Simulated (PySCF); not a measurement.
## Electronic structure of C2H4AlFO in real space

```xyz
9

C    -1.6948   -0.1545    0.6444
C    -0.7633   -0.7187   -0.1011
O     0.4754   -0.2075   -0.2694
Al    1.8909    0.6129   -0.4714
F     3.3339    0.0241    0.0609
H    -1.5071    0.7678    1.1671
H    -2.6644   -0.6029    0.7507
H    -0.9307   -1.6472   -0.6359
H     1.8736    1.9320   -1.1705
```

Geometry: GFN2-xTB.

Method: PySCF, PBE0/pcSseg-1, SCF density, gas phase, non-relativistic.

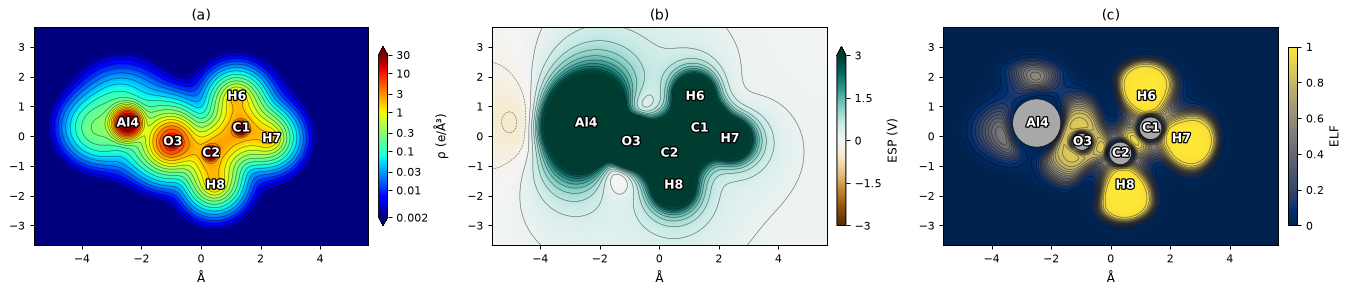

Figure 1. (a) electron density; (b) electrostatic potential; (c) electron localisation function on the plane of atoms O3, C2 and H8. Grey discs cover the atomic cores in the ELF map.

Read the bonding off the picture.

Answer.
- The section cuts through C, O, Al and H sites.
- C–C (1.32 Å): ρ at the midpoint is about 2.4 e/Å³; the ELF peaks at about 0.95 between the atoms: a multiple bond.
- C–O (1.35 Å): ρ is about 2.3 e/Å³ halfway, with its minimum of 1.9 e/Å³ about 0.5 Å from C; the ELF peaks at about 0.90 between the atoms: a shared but strongly polarised pair.
- Al–O (1.65 Å): ρ at the midpoint is about 0.87 e/Å³; the ELF peaks at about 0.80 in the valence shell of O, 0.6 Å from its nucleus, and is about 0.35 at the midpoint.
- C–H (1.07 Å): the density is about 2 e/Å³ at the midpoint; the ELF climbs to about 1 towards the hydrogen, as it does in any bond to H (an ordinary covalent bond to hydrogen).
- The ELF also peaks beside O3, away from the bonds: lone-pair regions.
- Outside the dense part of the molecule the potential is most negative (−0.5 V) near F5, which lies off the plane.

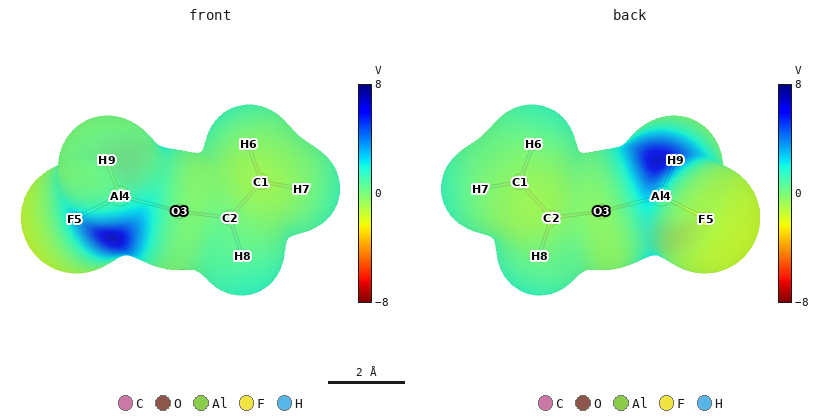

Figure 2. The molecular electrostatic potential painted on the density surface at 0.004 e/bohr³, seen from the front and from behind; red is negative and blue positive.

Where is the surface potential most negative and most positive?

Answer. The most negative region (about −1.5 V, or −35 kcal/mol for a unit charge) lies over F5, the most positive (about +6.5 V, or +150 kcal/mol for a unit charge) over Al4.
